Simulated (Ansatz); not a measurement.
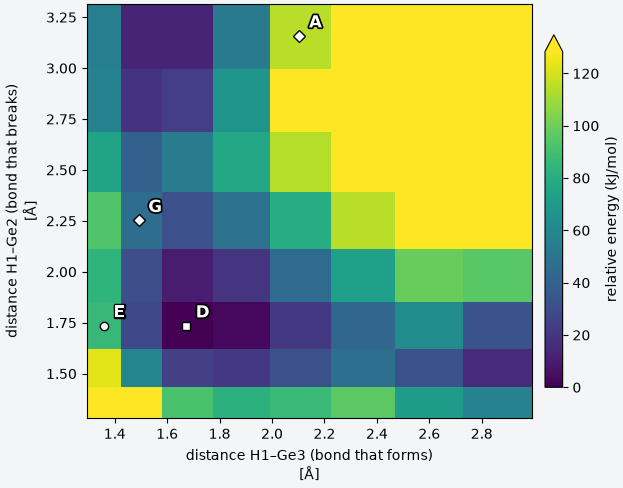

The reacting system Ge2H4 (one molecule; an intramolecular 1,2-shift). First axis: distance H1–Ge3 (bond that forms). Second axis: distance H1–Ge2 (bond that breaks). Relaxed at each point: all other coordinates. The grid has 8 × 8 points. Points are written as (first, second). Energies are in kJ/mol, from the lowest grid point. Energies and slopes of some neighbouring points disagree (a jump in structure or state, or too coarse a mesh). The reference is spin-restricted, so regions where a bond is pulled apart into radicals lie too high. Level of theory: RKS r2SCAN0-D4/def2-SVP in Ansatz.

The picture shows one coloured cell a grid point, one colour for all values above the top of the scale, lettered points.

Q: Is E the lowest point of the computed grid?

A: No. E lies 86 kJ/mol above the lowest grid point, which is at (1.672 Å, 1.735 Å).

Q: Rank the lettered points by energy, lowest first.

A: D (0 kJ/mol), G (45 kJ/mol), E (86 kJ/mol), A (114 kJ/mol).
